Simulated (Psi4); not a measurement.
# HSE06/aug-cc-pVDZ run of SiHBrO (SMILES O[Si]Br)

Aim: the vertical singlet–triplet gap of SiHBrO at HSE06/aug-cc-pVDZ, from 2 runs. 

The calculation is run with Psi4 1.11.

1 further run of the same task is left out (set aside as unsound or not needed).

## Step 1: The molecule

SiHBrO: 4 atoms, total charge 0, spin state singlet. As SMILES, `O[Si]Br`. The shape is that of a PBE0-D4/def2-TZVP optimisation.

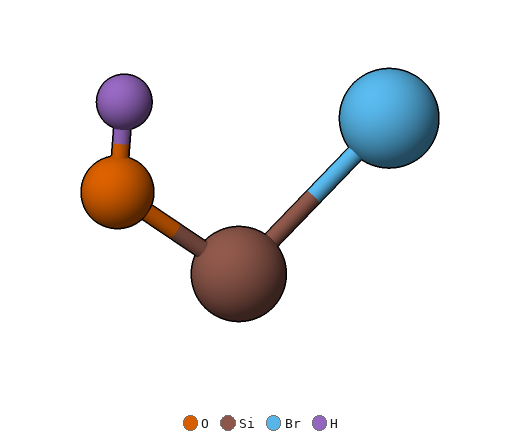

The structure, seen from a chosen angle (oxygen orange, silicon brown, bromine blue, hydrogen purple).

## Step 2: Energy and forces at HSE06/aug-cc-pVDZ

Input file input.inp:

```
memory 1600 MB

molecule {
  O
  Si 1 1.635526
  Br 2 2.28935 1 101.23745
  H 1 0.962708 2 120.67058 3 0.01005
  symmetry c1
  no_reorient
  no_com
}

set basis aug-cc-pVDZ
set puream true
set e_convergence 1e-09
set d_convergence 1e-08
set scf_type pk
set dft_radial_points 99
set dft_spherical_points 590

energy_value = gradient("hse06")
print_variables()
```

The run is started by

```console
$ psi4 -i input.inp -o input.out -n 1
```

input.out, shortened:

```text
[...]
  Running in c1 symmetry.
[...]
  Nuclear repulsion =  211.840037672564478
[...]
  Multiplicity = 1
[...]
  Nalpha       = 29
  Nbeta        = 29
[...]
    Number of basis functions: 95
[...]
   @RKS iter   1: -2938.69534320940829   -1.47743e+00   1.00317e-02 DIIS/ADIIS
[...]
   @RKS iter  12: -2939.02718539966918   -9.09495e-13   3.65214e-09 DIIS
[...]
    Orbital Energies [Eh]
    ---------------------
    Doubly Occupied:
       1A   -483.273052     2A    -66.333887     3A    -62.668444
       4A    -56.433191     5A    -56.432152     6A    -56.431693
       7A    -19.250441     8A     -8.780031     9A     -6.583515
      10A     -6.578922    11A     -6.577374    12A     -5.386931
      13A     -3.721924    14A     -3.720449    15A     -3.716331
      16A     -2.663516    17A     -2.662385    18A     -2.661156
      19A     -2.657395    20A     -2.657317    21A     -1.057176
      22A     -0.780171    23A     -0.588147    24A     -0.458828
      25A     -0.388794    26A     -0.380624    27A     -0.308583
      28A     -0.304229    29A     -0.265440
[...]
  @RKS Final Energy: -2939.02718539966918
   => Energetics <=
    Nuclear Repulsion Energy =            211.8400376725644776
    One-Electron Energy =               -4509.3822353862324235
    Two-Electron Energy =                1450.4714023606977662
    DFT Exchange-Correlation Energy =     -91.9563900466990134
    Empirical Dispersion Energy =           0.0000000000000000
    VV10 Nonlocal Energy =                  0.0000000000000000
    Total Energy =                      -2939.0271853996691789
[...]
 Multipole Moments:
 ------------------------------------------------------------------------------------
     Multipole            Electronic (a.u.)      Nuclear  (a.u.)        Total (a.u.)
 ------------------------------------------------------------------------------------
 L = 1.  Multiply by 2.5417464519 to convert [e a0] to [Debye]
 Dipole X            :          0.0000522           -0.0001450           -0.0000928
 Dipole Y            :         -7.3393256            7.4216220            0.0822964
 Dipole Z            :          4.9681817           -5.3450119           -0.3768302
 Magnitude           :                                                    0.3857119
[...]
  -Total Gradient:
     Atom            X                  Y                   Z
    ------   -----------------  -----------------  -----------------
       1        0.000003169180    -0.001521516889     0.026211579962
       2       -0.000001932520    -0.006753072559    -0.026412275803
       3        0.000000908607     0.006486017124    -0.001269731736
       4       -0.000002155096     0.001755322950     0.001457341812
[...]
```

Run time: 1.7 min. Hardware: 1 thread of Intel Xeon 6975P-C (Granite Rapids), shared host; peak memory 0.95 GiB.

## Step 3: The triplet

Input file job.dat:

```
memory 1.6 GB

molecule system {
  0 3
  O
  Si 1 r2
  Br 2 r3 1 a3
  H 1 r4 2 a4 3 d4

  r2 = 1.635526
  r3 = 2.28935
  a3 = 101.23745
  r4 = 0.962708
  a4 = 120.67058
  d4 = 0.01005
  units angstrom
  symmetry c1
  no_reorient
  no_com
}

set basis aug-cc-pVDZ
set reference uks
set puream true
set e_convergence 1e-09
set d_convergence 1e-08
set scf_type pk
set dft_radial_points 99
set dft_spherical_points 590
set maxiter 200

e, wfn = gradient('hse06', return_wfn=True)
oeprop(wfn, 'WIBERG_LOWDIN_INDICES', 'MULLIKEN_CHARGES', 'QUADRUPOLE')
```

The run is started by

```console
$ psi4 job.dat job.out -n 1
```

job.out, shortened:

```text
[...]
  Running in c1 symmetry.
[...]
  Nuclear repulsion =  211.840037672564478
[...]
  Multiplicity = 3
[...]
  Nalpha       = 30
  Nbeta        = 28
[...]
    Number of basis functions: 95
[...]
   @UKS iter   1: -2938.60521672304458   -1.38731e+00   9.88277e-03 ADIIS/DIIS
[...]
   @UKS iter  14: -2938.92631362223074    4.09273e-12   2.73163e-09 DIIS
[...]
   @S^2 Observed:                2.003090957E+00
[...]
  @UKS Final Energy: -2938.92631362223074
   => Energetics <=
    Nuclear Repulsion Energy =            211.8400376725644776
    One-Electron Energy =               -4508.7102617773380189
    Two-Electron Energy =                1449.9093053385508938
    DFT Exchange-Correlation Energy =     -91.9653948560083023
    Empirical Dispersion Energy =           0.0000000000000000
    VV10 Nonlocal Energy =                  0.0000000000000000
    Total Energy =                      -2938.9263136222307367
[...]
  -Total Gradient:
     Atom            X                  Y                   Z
    ------   -----------------  -----------------  -----------------
       1       -0.000002848022    -0.017475757223     0.038818903984
       2        0.000001827929     0.023641841423    -0.023009405824
       3       -0.000000668493    -0.005375460266    -0.010459846954
       4        0.000001669565    -0.000816155366    -0.005350448123
[...]
 Multipole Moments:
 ------------------------------------------------------------------------------------
     Multipole            Electronic (a.u.)      Nuclear  (a.u.)        Total (a.u.)
 ------------------------------------------------------------------------------------
 L = 1.  Multiply by 2.5417464519 to convert [e a0] to [Debye]
 Dipole X            :          0.0000745           -0.0001450           -0.0000705
 Dipole Y            :         -7.3514134            7.4216220            0.0702086
 Dipole Z            :          5.1674167           -5.3450119           -0.1775952
 Magnitude           :                                                    0.1909694
 L = 2.  Multiply by 1.3450342976 to convert [e a0^2] to [Debye ang]
 Quadrupole XX       :        -29.4440542            0.0000001          -29.4440541
 Quadrupole XY       :          0.0003182           -0.0002993            0.0000190
[...]
```

Wall time 1.7 min (1 thread of Intel Xeon 6975P-C (Granite Rapids), shared host); peak memory 0.95 GiB.

## Step 4: Results

At HSE06/aug-cc-pVDZ:

```
                                        quantity           value
                           singlet: total energy  -2939.02719 Eh
                          singlet: dipole moment          0.98 D
                            singlet: HOMO energy        -7.22 eV
                            singlet: LUMO energy        -2.66 eV
                          singlet: HOMO–LUMO gap         4.57 eV
               singlet: largest force on an atom      1.402 eV/Å
                           triplet: total energy  -2938.92631 Eh
                          triplet: dipole moment          0.49 D
     triplet: HOMO energy (highest over α and β)        -4.54 eV
                                   triplet: ⟨S²⟩           2.003
               triplet: largest force on an atom      2.189 eV/Å
vertical energy of the triplet above the singlet        2.745 eV
```

What this shows: At this shape the triplet lies 2.74 eV (63 kcal/mol) above the singlet. The largest force (singlet) is 1.40 eV/Å: the shape isn't a stationary point for this species at this level. Mulliken charges (triplet) run from -0.60 on O1 to +0.72 on Si2; in a basis this large or diffuse they mean little.
